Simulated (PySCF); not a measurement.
Run report: C3H7AlFN, NMR shielding calculation

The run: NMR shielding calculation of C3H7AlFN, SMILES CC#[N+][AlH2-][CH2]F. Method and program: GIAO B97-2/pcSseg-1 NMR shielding, non-relativistic, gas phase (PySCF 2.14.0).

The geometry comes from this level: PBE0-D3(BJ)/def2-SVP. Figures and captions count atoms from 1; the log counts them from 0 in places.

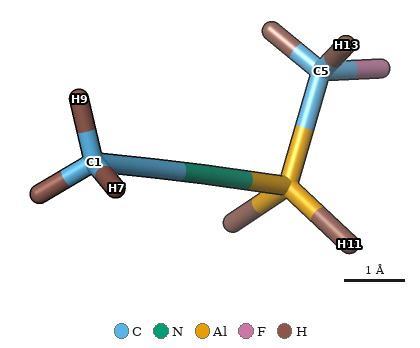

The structure (stick view, seen at a tilt; atoms are numbered from 1 in the order of the input). Sticks mark near contacts. Bond lengths as drawn: Al–C 2.00 Å, Al–H 1.60 Å, Al–N 2.04 Å, C–C 1.45 Å, C–F 1.40 Å, C–H 1.10 to 1.11 Å and C–N 1.15 Å.

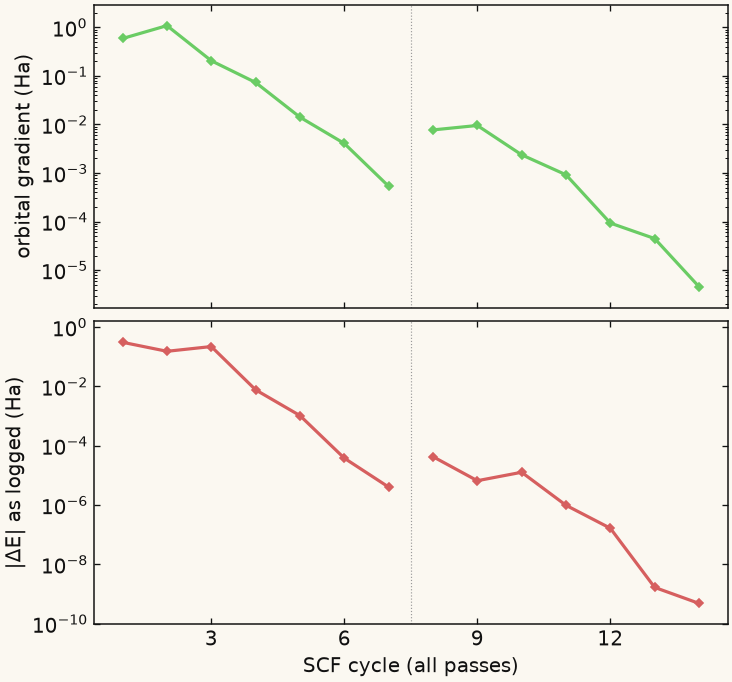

Convergence of the self-consistent field: orbital gradient and size of the energy change against the SCF cycle. The dotted line marks the change from a coarse to the final integration grid. The first 7 cycles use a coarse grid, the final grid takes over at cycle 8, and the field converges after 14 cycles in all.

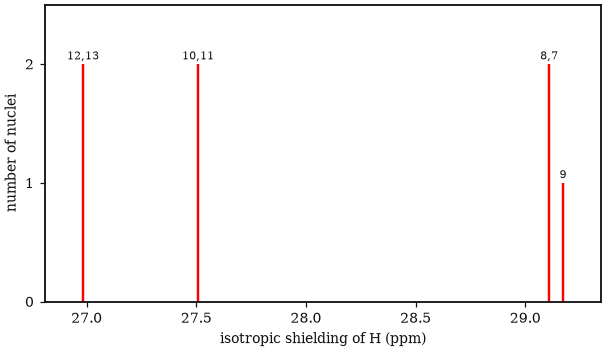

Isotropic shieldings of the hydrogen nuclei in this fixed geometry, labelled by atom number; shielding grows to the right, so chemical shift grows to the left. The least shielded is H12 (27.0 ppm), the most shielded H9 (29.2 ppm).

The input that produced these results follows, with the program's output.

**The input**
```
{"job": {"kind": "nmr", "xc": "B97-2", "basis": "pcSseg-1", "pop": false}, "charge": 0, "multiplicity": 1}
C      2.968251     0.115840    -0.123280
C      1.566067    -0.153498    -0.346743
N      0.451118    -0.376283    -0.531228
Al    -1.514131    -0.813753    -0.848907
C     -2.364132     0.691843     0.164571
F     -3.750740     0.548185     0.043420
H      3.434183     0.456318    -1.059235
H      3.470153    -0.801121     0.218053
H      3.081769     0.895802     0.643288
H     -1.570071    -2.264371    -0.170737
H     -1.554215    -0.711828    -2.447332
H     -2.118490     0.700115     1.244697
H     -2.093785     1.695659    -0.217766
```

The first line tells a small driver script what to run in PySCF; the rest is the geometry in Å.

Launch command:
```bash
OMP_NUM_THREADS=1 python <driver script> task.json out
```

**What the program printed**
```
coarse grid: 11376 points
cycle   1  E = -515.2989581016  dE =  3.065e-01  |g| = 5.906e-01  |ddm| = 3.080e+00
cycle   2  E = -515.1463961033  dE =  1.526e-01  |g| = 1.086e+00  |ddm| = 1.071e+00
cycle   3  E = -515.3669660152  dE = -2.206e-01  |g| = 2.053e-01  |ddm| = 6.642e-01
cycle   4  E = -515.3746004171  dE = -7.634e-03  |g| = 7.326e-02  |ddm| = 1.474e-01
cycle   5  E = -515.3756349420  dE = -1.035e-03  |g| = 1.413e-02  |ddm| = 4.493e-02
cycle   6  E = -515.3756728510  dE = -3.791e-05  |g| = 4.069e-03  |ddm| = 1.092e-02
cycle   7  E = -515.3756768619  dE = -4.011e-06  |g| = 5.341e-04  |ddm| = 3.712e-03
final grid: 105720 points
cycle   8  E = -515.4066163658  dE = -4.255e-05  |g| = 7.735e-03  |ddm| = 2.191e-02
cycle   9  E = -515.4066097813  dE =  6.585e-06  |g| = 9.550e-03  |ddm| = 8.312e-03
cycle  10  E = -515.4066224739  dE = -1.269e-05  |g| = 2.375e-03  |ddm| = 5.537e-03
cycle  11  E = -515.4066234500  dE = -9.761e-07  |g| = 9.218e-04  |ddm| = 1.641e-03
cycle  12  E = -515.4066236142  dE = -1.642e-07  |g| = 9.341e-05  |ddm| = 4.809e-04
cycle  13  E = -515.4066236159  dE = -1.659e-09  |g| = 4.480e-05  |ddm| = 1.101e-04
cycle  14  E = -515.4066236164  dE = -4.795e-10  |g| = 4.572e-06  |ddm| = 3.494e-05
converged SCF energy = -515.4066236164

GIAO shielding tensors (ppm)
atom      isotropic    diamagn.    paramagn.     s11        s22        s33       span
  0 C      181.632     249.015     -67.383    173.317    173.440    198.140     24.823
  1 C       59.014     270.449    -211.435    -44.580    -44.157    265.780    310.360
  2 N       27.038     337.127    -310.089   -121.969   -120.386    323.470    445.439
  3 Al     451.562     794.950    -343.388    410.886    455.874    487.926     77.040
  4 C      105.983     250.668    -144.686     47.880     79.477    190.591    142.711
  5 F      491.193     467.379      23.814    441.766    472.476    559.337    117.572
  6 H       29.117      25.832       3.285     24.465     26.963     35.925     11.460
  7 H       29.100      26.176       2.925     24.454     26.937     35.910     11.456
  8 H       29.172      28.194       0.978     24.476     27.209     35.831     11.354
  9 H       27.504      29.335      -1.831     24.780     26.295     31.436      6.656
 10 H       27.513      29.051      -1.538     24.800     26.280     31.460      6.660
 11 H       26.981      31.459      -4.478     22.986     26.303     31.655      8.669
 12 H       26.986      31.069      -4.083     22.989     26.310     31.659      8.670
```

**Summary**

```csv
quantity,value
outcome,converged
total energy,−515.406624 hartree
HOMO,−6.35 eV
LUMO,−1.18 eV
dipole moment,10.34 D
"isotropic shielding, C",59.0 to 181.6 ppm
"isotropic shielding, N",27.0 ppm
"isotropic shielding, Al",451.6 ppm
"isotropic shielding, F",491.2 ppm
"isotropic shielding, H",27.0 to 29.2 ppm
hardware,"1 CPU thread, shared host"
wall time,12 s
peak memory,0.77 GiB
```
